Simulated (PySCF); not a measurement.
**Two runs on C₆H₁₁N**

System: C₆H₁₁N.
Method of the first run: GIAO PBE0/pcSseg-1 NMR shielding, non-relativistic, IEF-PCM water (PySCF 2.14.0).

The geometry comes from this level: PBE0-D3(BJ)/def2-SVP. Text and figures count atoms from 1; the logs count them from 0 in places.

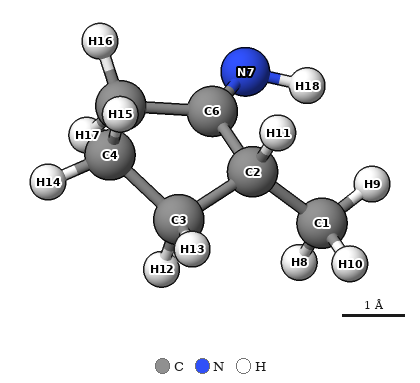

Figure 1. The structure as given in the input (ball-and-stick view, seen at a tilt; atoms are numbered from 1 in the order of the input). Bond lengths as drawn: C–C 1.52 to 1.53 Å, C–H 1.10 to 1.11 Å, C–N 1.27 Å and H–N 1.03 Å.

## Input, the first run
```
{"job": {"kind": "nmr", "xc": "PBE0", "basis": "pcSseg-1", "solvent": "water", "pop": false}, "charge": 0, "multiplicity": 1}
C      2.055904    -0.240359    -0.231526
C      0.647408    -0.239587     0.330291
C     -0.337564    -1.220163    -0.311180
C     -1.706744    -0.680039     0.101747
C     -1.548203     0.834577    -0.028472
C     -0.078860     1.100743     0.230477
N      0.400008     2.270177     0.316694
H      2.050042    -0.003732    -1.307316
H      2.693764     0.503251     0.272484
H      2.536594    -1.222098    -0.100592
H      0.693056    -0.474512     1.412583
H     -0.229841    -1.176135    -1.410284
H     -0.166701    -2.264475    -0.008886
H     -2.533814    -1.086995    -0.497612
H     -1.906242    -0.950018     1.152738
H     -2.187574     1.429029     0.639666
H     -1.771421     1.168162    -1.056748
H      1.414601     2.231268     0.463392
```

The first line tells a small driver script what to run in PySCF; the rest is the geometry in Å.

Launched with:
```bash
OMP_NUM_THREADS=1 python <driver script> task.json out
```

Hardware: 1 CPU thread, shared host.

## Output (the first run)
```
coarse grid: 14400 points
cycle   1  E = -289.5344491464  dE =  7.639e-01  |g| = 4.633e-01  |ddm| = 3.700e+00
cycle   2  E = -289.5084154964  dE =  2.603e-02  |g| = 5.991e-01  |ddm| = 9.710e-01
cycle   3  E = -289.5866303512  dE = -7.821e-02  |g| = 9.945e-02  |ddm| = 5.227e-01
cycle   4  E = -289.5886712460  dE = -2.041e-03  |g| = 3.584e-02  |ddm| = 9.971e-02
cycle   5  E = -289.5889635898  dE = -2.923e-04  |g| = 5.097e-03  |ddm| = 3.591e-02
cycle   6  E = -289.5889685748  dE = -4.985e-06  |g| = 1.994e-03  |ddm| = 6.241e-03
final grid: 137336 points
cycle   7  E = -289.6296270435  dE = -4.282e-05  |g| = 8.236e-03  |ddm| = 3.816e-02
cycle   8  E = -289.6296218000  dE =  5.243e-06  |g| = 9.517e-03  |ddm| = 1.611e-02
cycle   9  E = -289.6296448449  dE = -2.304e-05  |g| = 7.005e-04  |ddm| = 8.423e-03
cycle  10  E = -289.6296449213  dE = -7.640e-08  |g| = 3.459e-04  |ddm| = 8.317e-04
cycle  11  E = -289.6296449460  dE = -2.475e-08  |g| = 8.904e-05  |ddm| = 2.998e-04
cycle  12  E = -289.6296449477  dE = -1.656e-09  |g| = 2.042e-05  |ddm| = 7.494e-05
cycle  13  E = -289.6296449478  dE = -1.007e-10  |g| = 2.497e-06  |ddm| = 1.984e-05
converged SCF energy = -289.6296449478

GIAO shielding tensors (ppm)
atom      isotropic    diamagn.    paramagn.     s11        s22        s33       span
  0 C      169.513     245.835     -76.323    157.230    165.158    186.151     28.920
  1 C      140.086     250.289    -110.203    126.877    139.144    154.235     27.358
  2 C      148.197     248.502    -100.305    125.721    151.816    167.053     41.332
  3 C      160.426     248.232     -87.806    146.163    162.760    172.355     26.193
  4 C      146.544     248.445    -101.902    125.598    146.787    167.247     41.648
  5 C      -18.686     254.931    -273.617   -121.363    -32.849     98.153    219.517
  6 N      -36.719     326.467    -363.186   -309.266    -57.630    256.738    566.003
  7 H       30.797      30.021       0.776     26.804     28.694     36.894     10.090
  8 H       29.787      29.976      -0.189     25.298     27.747     36.315     11.017
  9 H       29.960      28.688       1.272     25.251     27.945     36.684     11.433
 10 H       29.235      32.069      -2.834     25.545     28.305     33.856      8.311
 11 H       30.060      31.460      -1.400     25.729     29.432     35.018      9.289
 12 H       29.335      30.580      -1.245     24.784     27.778     35.444     10.661
 13 H       29.506      28.960       0.546     25.141     26.801     36.575     11.434
 14 H       29.664      30.085      -0.421     25.237     27.526     36.229     10.992
 15 H       28.805      28.924      -0.119     24.510     27.335     34.570     10.061
 16 H       28.950      29.339      -0.389     24.921     27.457     34.473      9.551
 17 H       21.924      34.851     -12.927     15.539     22.262     27.970     12.431
```

For the second run the input was changed thus:
```diff
-"solvent": "water"
-"pop": false
+"solvent": "chloroform"
+"pop": true
```

Predict how the results change.

The total energy of the second run is 1.7 kcal/mol higher: the change of the electrostatic solvation energy at this fixed geometry, without cavity or dispersion terms. The HOMO goes from −7.35 to −7.28 eV. The dipole moment goes from 3.33 to 3.07 D. Of all shieldings, the largest change is that of N7, by −6.7 ppm. The number of SCF iterations is the same.

## Output (the second run)
```
coarse grid: 14400 points
cycle   1  E = -289.5305121764  dE =  7.678e-01  |g| = 4.672e-01  |ddm| = 3.700e+00
cycle   2  E = -289.5013151729  dE =  2.920e-02  |g| = 6.145e-01  |ddm| = 1.007e+00
cycle   3  E = -289.5836082288  dE = -8.229e-02  |g| = 1.054e-01  |ddm| = 5.558e-01
cycle   4  E = -289.5859262985  dE = -2.318e-03  |g| = 3.732e-02  |ddm| = 1.077e-01
cycle   5  E = -289.5862425720  dE = -3.163e-04  |g| = 5.327e-03  |ddm| = 3.842e-02
cycle   6  E = -289.5862480049  dE = -5.433e-06  |g| = 2.057e-03  |ddm| = 6.331e-03
final grid: 137336 points
cycle   7  E = -289.6269207126  dE = -4.254e-05  |g| = 8.308e-03  |ddm| = 3.820e-02
cycle   8  E = -289.6269146589  dE =  6.054e-06  |g| = 9.736e-03  |ddm| = 1.655e-02
cycle   9  E = -289.6269387659  dE = -2.411e-05  |g| = 8.389e-04  |ddm| = 8.842e-03
cycle  10  E = -289.6269388845  dE = -1.186e-07  |g| = 3.586e-04  |ddm| = 9.575e-04
cycle  11  E = -289.6269389114  dE = -2.689e-08  |g| = 8.840e-05  |ddm| = 3.114e-04
cycle  12  E = -289.6269389130  dE = -1.637e-09  |g| = 2.138e-05  |ddm| = 7.606e-05
cycle  13  E = -289.6269389131  dE = -1.106e-10  |g| = 2.651e-06  |ddm| = 2.105e-05
converged SCF energy = -289.6269389131

GIAO shielding tensors (ppm)
atom      isotropic    diamagn.    paramagn.     s11        s22        s33       span
  0 C      169.224     245.681     -76.456    156.920    164.993    185.760     28.840
  1 C      140.401     250.457    -110.055    127.395    139.733    154.076     26.682
  2 C      148.060     248.391    -100.331    125.803    151.640    166.737     40.934
  3 C      160.278     248.246     -87.968    146.296    162.526    172.012     25.716
  4 C      146.710     248.336    -101.626    125.965    147.195    166.971     41.006
  5 C      -16.469     254.804    -271.273   -120.183    -27.053     97.827    218.010
  6 N      -43.425     325.202    -368.627   -325.281    -60.907    255.914    581.195
  7 H       30.800      29.979       0.821     26.797     28.704     36.898     10.100
  8 H       29.843      30.029      -0.186     25.395     27.793     36.342     10.947
  9 H       29.985      28.703       1.282     25.298     27.979     36.680     11.382
 10 H       29.332      32.183      -2.850     25.665     28.411     33.920      8.255
 11 H       30.099      31.458      -1.359     25.760     29.482     35.056      9.296
 12 H       29.374      30.613      -1.240     24.828     27.835     35.458     10.629
 13 H       29.527      29.002       0.526     25.179     26.833     36.570     11.391
 14 H       29.708      30.126      -0.418     25.286     27.582     36.256     10.970
 15 H       28.772      28.912      -0.139     24.483     27.261     34.573     10.090
 16 H       28.959      29.352      -0.393     24.941     27.432     34.504      9.564
 17 H       21.852      34.726     -12.875     14.913     22.547     28.096     13.183
```

## The two runs side by side

```csv
quantity,the first run,the second run
outcome,converged,converged
total energy (hartree),−289.629645,−289.626939
HOMO (eV),−7.35,−7.28
LUMO (eV),0.01,0.04
dipole moment (D),3.33,3.07
shielding of C1 (ppm),169.5,169.2
shielding of C2 (ppm),140.1,140.4
shielding of C3 (ppm),148.2,148.1
shielding of C4 (ppm),160.4,160.3
shielding of C5 (ppm),146.5,146.7
shielding of C6 (ppm),−18.7,−16.5
shielding of N7 (ppm),−36.7,−43.4
SCF iterations,13,13
basis functions,174,174
wall time (shared host),34 s,37 s
```
